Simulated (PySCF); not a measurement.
Vertical excitations of a molecule C2H7NSi3 from TDA-PBE0/def2-SVPD (PySCF 2.14.0), as energy in eV (oscillator strength): 5.20 (0.029), 5.39 (0.074), 5.43 (0.001), 5.65 (0.163), 5.85 (0.013), 5.87 (0.003), 5.98 (0.003), 6.14 (0.002), 6.40 (0.086), 6.51 (0.235). Lowest triplet (TDA): 4.45 eV. The structure is a stationary point at B3LYP-D3(BJ)/def2-SVP. The values are those of a single conformer.

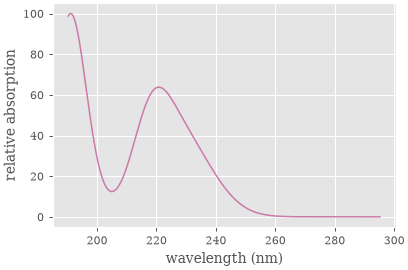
Figure: The lines broadened by 0.4 eV.

**Question.** Identify the compound among the candidates.
A. C#C[SiH]1[SiH2]N[SiH2]1
B. C#C[Si@H]1N[SiH2][SiH2]1
C. N#CC1[SiH2][SiH2][SiH2]1

**Answer.** A, C#C[SiH]1[SiH2]N[SiH2]1
